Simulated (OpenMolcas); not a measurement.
Single-point calculation, with input and output: B2O2

- system: B2O2 (diboron dioxide), SMILES O=BB=O
- method: HF/ANO-R3, RHF, sfX2C (OpenMolcas 26.06)

The geometry comes from this level: GFN2-xTB.

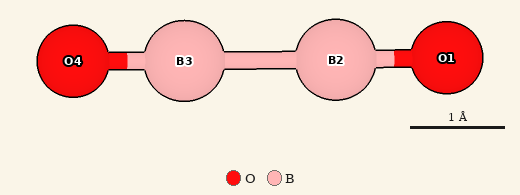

**Figure 1.** The structure as given in the input (ball-and-stick view, seen on its broad side; atoms are numbered from 1 in the order of the input).

## Summary

```csv
quantity,value
outcome,converged
total energy,−199.382465 hartree
basis functions,132
HOMO,−14.77 eV
LUMO,0.87 eV
dipole moment,0.05 debye
hardware,"1 thread of Intel Xeon (Sapphire Rapids), 64 GiB of memory available, shared host"
wall time,8.7 s
peak memory,0.11 GiB
```

## Input file
```
>>> EXPORT MOLCAS_PRINT=2
&GATEWAY
Coord
4
angstrom
O       -0.733460       0.451810       1.802120
B       -0.300580       0.189000       0.727450
B        0.295060      -0.182970      -0.731290
O        0.738970      -0.457840      -1.798280
Basis=ANO-R3
Group=NoSym
RICD
CDThreshold=0.0001
&SEWARD
&SCF
PrOrbitals=0
```

Launch command:
```bash
export MOLCAS_MEM=1860
pymolcas job.inp > job.log
```

## The program's output
```
--- Start Module: gateway ---

                                              &GATEWAY

                       available to each process: 1.9 GB of memory, 1 thread

++    Symmetry information:
      ---------------------

                    Character Table for C1

                             E
                    a        1  x, y, xy, Rz, z, xz, Ry, yz, Rx, I
--

++    Basis set information:
      ----------------------

      Basis set label: O.ANO-R...4S4P2D1F.

      Electronic valence basis set:
      ------------------
      Associated Effective Charge   8.000000 au
      Associated Actual Charge      8.000000 au
      Nuclear Model: Finite nucleus - Gaussian distribution
        Gaussian exponent, Xi/bohr**(-2):  5.86314E+08

      Shell  nPrim  nBasis  Cartesian Spherical Contaminant
         s      13       4        X
         p       8       4        X
         d       4       2                 X
         f       3       1                 X

      Basis set label: B.ANO-R...4S4P2D1F.

      Electronic valence basis set:
      ------------------
      Associated Effective Charge   5.000000 au
      Associated Actual Charge      5.000000 au
      Nuclear Model: Finite nucleus - Gaussian distribution
        Gaussian exponent, Xi/bohr**(-2):  7.11787E+08

      Shell  nPrim  nBasis  Cartesian Spherical Contaminant
         s      12       4        X
         p       7       4        X
         d       3       2                 X
         f       2       1                 X

      Basis set label: O.ANO-R...4S4P2D1F.

      Electronic valence basis set:
      ------------------
      Associated Effective Charge   8.000000 au
      Associated Actual Charge      8.000000 au
      Nuclear Model: Finite nucleus - Gaussian distribution
        Gaussian exponent, Xi/bohr**(-2):  5.86314E+08

      Shell  nPrim  nBasis  Cartesian Spherical Contaminant
         s      13       4        X
         p       8       4        X
         d       4       2                 X
         f       3       1                 X
--

++    Molecular structure info:
      -------------------------

                    ************************************************
                    **** Cartesian Coordinates / bohr, angstrom ****
                    ************************************************

     Center  Label                x              y              z                     x              y              z
        1      O1              -1.386039       0.853797       3.405513             -0.733460       0.451810       1.802120
        2      B2              -0.568014       0.357158       1.374681             -0.300580       0.189000       0.727450
        3      B3               0.557583      -0.345763      -1.381938              0.295060      -0.182970      -0.731290
        4      O4               1.396451      -0.865192      -3.398257              0.738970      -0.457840      -1.798280

                    ***************************************
                    *    InterNuclear Distances / bohr    *
                    ***************************************

               1 O1            2 B2            3 B3            4 O4
    1 O1       0.000000
    2 B2       2.245015        0.000000
    3 B3       5.304366        3.059414        0.000000
    4 O4       7.549070        5.304168        2.244782        0.000000

                    *******************************************
                    *    InterNuclear Distances / angstrom    *
                    *******************************************

               1 O1            2 B2            3 B3            4 O4
    1 O1       0.000000
    2 B2       1.188011        0.000000
    3 B3       2.806949        1.618972        0.000000
    4 O4       3.994796        2.806845        1.187888        0.000000
--

            Nuclear Potential Energy             67.36791205 au

--- Stop Module: gateway /rc=_RC_ALL_IS_WELL_ ---

--- Start Module: seward ---

                                              &SEWARD

                       available to each process: 1.9 GB of memory, 1 thread

               SEWARD will generate:
                  Multipole Moment integrals up to order  2
                  Kinetic Energy integrals
                  Nuclear Attraction integrals (finite nuclei - Gaussian type)
                  One-Electron Hamiltonian integrals
                  Velocity integrals
                  Relativistic X2C integrals
                  Orbital angular momentum around (  0.0010  -0.0011   0.0007 )
                  Velocity quadrupole around (  0.0010  -0.0011   0.0007 )
                  Atomic mean-field integrals
                  RI decomposed two-electron repulsion integrals stored Cholesky style
                   - acCD auxiliary basis
                   - CD Threshold:   1.00E-04

                   Integrals are discarded if absolute value <: 1.00E-14
                   Integral cutoff threshold is set to       <: 1.00E-16

            Nuclear Potential Energy             67.36791205 au

      Basis set specifications :
      Symmetry species         a
      Basis functions          132

--- Stop Module: seward /rc=_RC_ALL_IS_WELL_ ---
--- Module seward spent 3 seconds ---

--- Start Module: scf ---

                                                &SCF

                       available to each process: 1.9 GB of memory, 1 thread

++    Input section:
      --------------

      Header of the integral files:

      Cartesian coordinates in angstrom:
      -----------------------------------------------------
      No.  Label        X            Y            Z
      -----------------------------------------------------
       1   O1        -0.73346000   0.45181000   1.80212000
       2   B2        -0.30058000   0.18900000   0.72745000
       3   B3         0.29506000  -0.18297000  -0.73129000
       4   O4         0.73897000  -0.45784000  -1.79828000
      -----------------------------------------------------
      Nuclear repulsion energy =   67.36791205
--

++    Orbital specifications:
      -----------------------

      Symmetry species               1
                                     a
      Frozen orbitals                0
      Occupied orbitals             13
      Secondary orbitals           119
      Deleted orbitals               0
      Total number of orbitals     132
      Number of basis functions    132
--

      Molecular charge                           0.000

++    Optimization specifications:
      ----------------------------

      SCF Algorithm: LK-RI/DF
      LK screening threshold:                     4.50E-02
      Local-Exchange (LK) algorithm.
       - the density matrix is decomposed
      The actual AO density is used
      Number of density matrices in core                 5
      Maximum number of NDDO SCF iterations            400
      Maximum number of HF SCF iterations              400
      Threshold for SCF energy change             1.00E-09
      Threshold for density matrix                1.00E-04
      Threshold for Fock matrix                   1.50E-04
      Threshold for linear dependence             1.00E-09
      Threshold at which DIIS is turned on        1.50E-01
      Maximum depth in the DIIS procedure                5
      Maximum depth in the BFGS Hessian update          30
      Threshold at which QNR/C2DIIS is turned on  7.50E-02
      Threshold for Norm(delta) (QNR/C2DIIS)      1.00E-03
      All orbitals punched on: SCFORB
--

      Input vectors read from INPORB
      Orbital file label: *Guess orbitals

++ Convergence information
                                   SCF        iterations: Energy and convergence statistics

Iter     Tot. SCF        One-elec.       Two-elec.     Energy      Max Dij or  Max Fij      DNorm      TNorm      AccCon     Time
         Energy          Energy          Energy        Change      Delta Norm                                                in Sec.
   1  -198.881376355  -404.854145063   138.604856661   0.00E+00    3.02E-01*   1.77E-01*    6.82E+00   1.14E+02   None         0.
   2  -199.239343452  -404.528156943   137.920901445  -3.58E-01*   3.17E-01*   1.27E-01*    7.01E+00   1.15E+02   EDIIS        0.
   3  -199.278474342  -408.591769611   141.945383223  -3.91E-02*   2.75E-02*   5.46E-02*    6.99E+00   1.16E+02   EDIIS        0.
   4  -199.380826403  -406.037019712   139.288281263  -1.02E-01*   1.11E-02*   6.18E-03*    6.97E+00   1.15E+02   c2DIIS       0.
   5  -199.382423246  -406.393937031   139.643601738  -1.60E-03*   3.79E-03*   1.29E-03*    6.95E+00   1.15E+02   QNRc2DIIS    0.
   6  -199.382459705  -406.365414459   139.615042708  -3.65E-05*   2.69E-03*   5.23E-04*    6.95E+00   1.15E+02   QNRc2DIIS    0.
   7  -199.382464164  -406.381269805   139.630893595  -4.46E-06*   6.55E-04    2.67E-04*    6.95E+00   1.15E+02   QNRc2DIIS    0.
   8  -199.382465320  -406.375680416   139.625303049  -1.16E-06*   1.08E-04    3.80E-05     6.95E+00   1.15E+02   QNRc2DIIS    0.
   9  -199.382465351  -406.375521053   139.625143655  -3.10E-08*   5.22E-05    1.27E-05     6.95E+00   1.15E+02   QNRc2DIIS    0.
  10  -199.382465355  -406.375697272   139.625319870  -3.75E-09*   5.28E-06    2.51E-06     6.95E+00   1.15E+02   QNRc2DIIS    0.
  11  -199.382465355  -406.375707076   139.625329674  -6.04E-11    9.98E-07    3.18E-07     6.95E+00   1.15E+02   QNRc2DIIS    0.

       Convergence after  11 Iterations
--

 *****************************************************************************************************************************
 *                                             SCF/KS-DFT Program, Final results                                             *
 *                                                       Final Results                                                       *
 *****************************************************************************************************************************

::    Total SCF energy                               -199.3824653551
      One-electron energy                            -406.3757070759
      Two-electron energy                             139.6253296743
      Nuclear repulsion energy                         67.3679120465
      Kinetic energy (interpolated)                   200.2380456718
      Virial theorem                                    0.9957271840
      Total spin, S(S+1)                                0.0000000000
      Total spin, S                                     0.0000000000
      Max non-diagonal density matrix element           0.0000008755
      Max non-diagonal Fock matrix element              0.0000001347

      No orbitals printed

++    Molecular charges:
      ------------------

      Mulliken charges per centre
      ---------------------------

                O1      B2      B3      O4
      Total    8.3967  4.6033  4.6034  8.3966

      N-E     -0.3967  0.3967  0.3966 -0.3966

      Total electronic charge=   26.000000

      Total            charge=   -0.000000
--

++    Static properties:
      ------------------

      LoProp Charges per center

                   O1       B2       B3       O4
      Nuclear      8.0000   5.0000   5.0000   8.0000
      Electronic  -8.2688  -4.7313  -4.7313  -8.2687

      Total       -0.2688   0.2687   0.2687  -0.2687
--

++    Natural Bond Order analysis
      ---------------------------
      Based on LoProp computed density
      -------------------------------------------------------------------------------------
      Atom A       Atom B       Bond Order
      -------------------------------------------------------------------------------------
      NBO located      0.999 non-bonded electrons on atom O1
      NBO located      0.905 non-bonded electrons on atom O1
      NBO located      0.916 non-bonded electrons on atom O1
      NBO located      0.997 non-bonded electrons on atom B2
      NBO located      0.997 non-bonded electrons on atom B3
      NBO located      0.999 non-bonded electrons on atom O4
      NBO located      0.905 non-bonded electrons on atom O4
      NBO located      0.915 non-bonded electrons on atom O4
      The remaining    7.016 electrons are to be considered as diffuse
--

++    Molecular properties:
      ---------------------

      Charge (e):
                      =   -0.0000
      Dipole Moment (debye):
      Origin of the operator (angstrom)=    0.0005   -0.0006    0.0004
                   X= -2.9624E-02               Y=  3.2444E-02               Z= -2.0980E-02           Total=  4.8686E-02
      Quadrupole Moment (debye*angstrom):
      Origin of the operator (angstrom)=    0.0005   -0.0006    0.0004
                  XX= -2.1928E+01              XY=  1.3814E+00              XZ=  5.4810E+00              YY= -2.0537E+01
                  YZ= -3.3766E+00              ZZ= -3.3082E+01
      In traceless form (debye*angstrom)
                  XX=  4.8814E+00              XY=  2.0721E+00              XZ=  8.2215E+00              YY=  6.9685E+00
                  YZ= -5.0649E+00              ZZ= -1.1850E+01
--

--- Stop Module: scf /rc=_RC_ALL_IS_WELL_ ---
--- Module scf spent 3 seconds ---

.##################.
.# Happy landing! #.
.##################.

    Timing: Wall=8.28 User=7.73 System=0.50
```

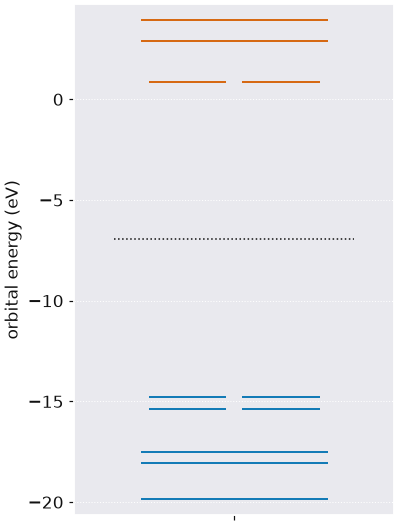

**Figure 2.** Orbital energies near the frontier; the dotted line parts filled from empty levels, and levels within 0.02 eV of each other stand side by side. Highest filled −14.77 eV, lowest empty 0.87 eV, 15.64 eV apart.
